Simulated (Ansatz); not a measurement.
A relaxed structure of AlAs. Level of theory: PBE (plane waves to 420 eV, PAW, scalar-relativistic; Ansatz, an electronic-structure program).

F-43m (No. 216), cF8, zinc blende type; a = 5.728 Å, b = 5.728 Å, c = 5.728 Å, α = 90.00°, β = 90.00°, γ = 90.00°.

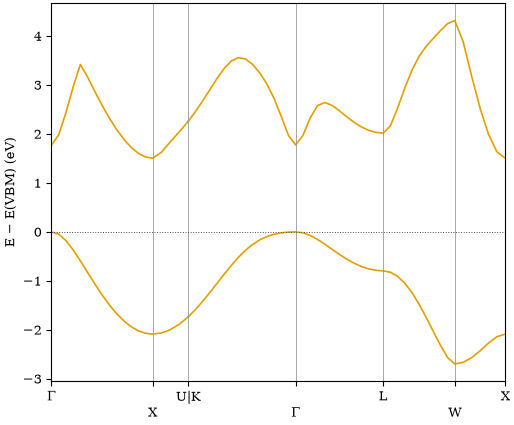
Highest filled and lowest empty band along the path of this cell's Brillouin zone

Problem. Read off the gap and say whether it is direct.

Solution. 1.50 eV, indirect (valence top at Γ, conduction bottom at X) (no spin-orbit coupling).

Problem. How far does the top valence band disperse along this path?

Solution. About 2.7 eV.

No spin polarisation in the result.

Measured for AlAs: a 5.649 Å (static lattice; corrected from measurement; as listed in Daniel Mejia-Rodriguez, S. B. Trickey, Phys. Rev. B (2018)); gap 2.28 eV (static lattice; corrected from measurement; as listed in Wei Chen et al., Physical Review Materials (2018)). Computed minus measured — a: PBE +1.4 %; gap: PBE -0.78 eV. The computed values are for a static lattice, and a measured gap can be an optical one, lowered by exciton binding.

The run could not lose the symmetry of its start; a randomly shaken copy of 2 atoms returns to this structure.

All atoms sit on sites fixed by symmetry, so only the cell could relax.
